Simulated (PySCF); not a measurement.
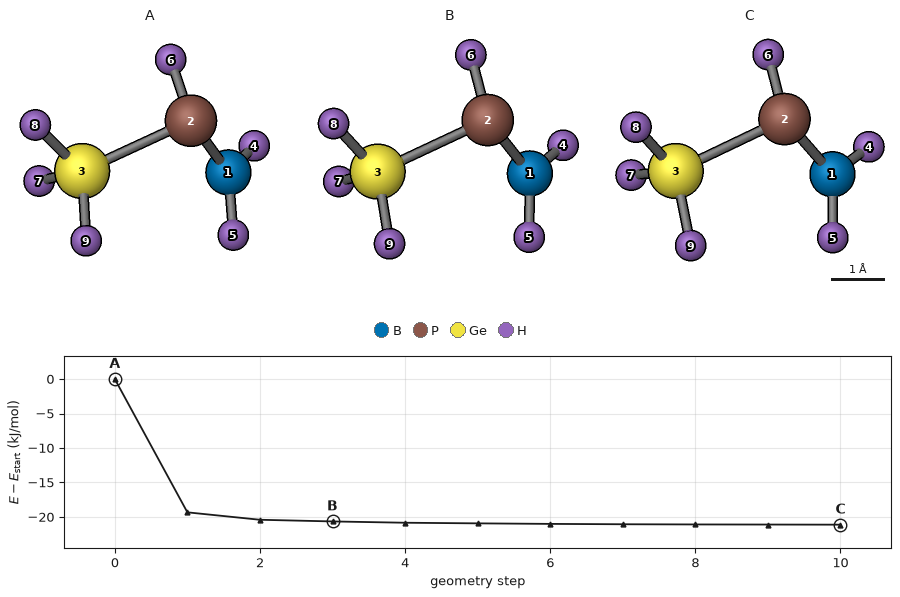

Frames of a relaxation of BGePH₆, marked on the history of the run. A ball-and-stick model, seen at a tilt.

The start comes from GFN2-xTB. Its atoms were then displaced at random by about 0.01 Å.

Method: PySCF, PBE0-D3(BJ)/def2-SVP geometry optimisation, gas phase. 

### What happens along the run?

The atom that moves furthest after the best rigid fit is H4 (0.28 Å). Largest moves by element: H 0.28 Å, P 0.19 Å, Ge 0.13 Å, B 0.08 Å. Among the contacts that change: B1–H4 1.137 → 1.206 Å, Ge3–H9 1.487 → 1.535 Å, P2–H6 1.379 → 1.419 Å, P2–Ge3 2.272 → 2.305 Å. Bond angles that change, for instance: B1–P2–Ge3 100.4° → 107.3°, Ge3–P2–H6 97.6° → 104.1°, P2–Ge3–H7 118.7° → 112.6°. The energy falls by 21.1 kJ/mol in 10 geometry steps. From step 0 to 3: H4 moves most (0.17 Å), energy −20.6 kJ/mol. From step 3 to 10: H7 moves most (0.20 Å), energy −0.47 kJ/mol.

```
step  E − E(0), kJ/mol
   0              0.00
   1            -19.33
   2            -20.41
   3            -20.65
   4            -20.84
   5            -20.93
   6            -21.00
   7            -21.06
   8            -21.08
   9            -21.10
  10            -21.12
```
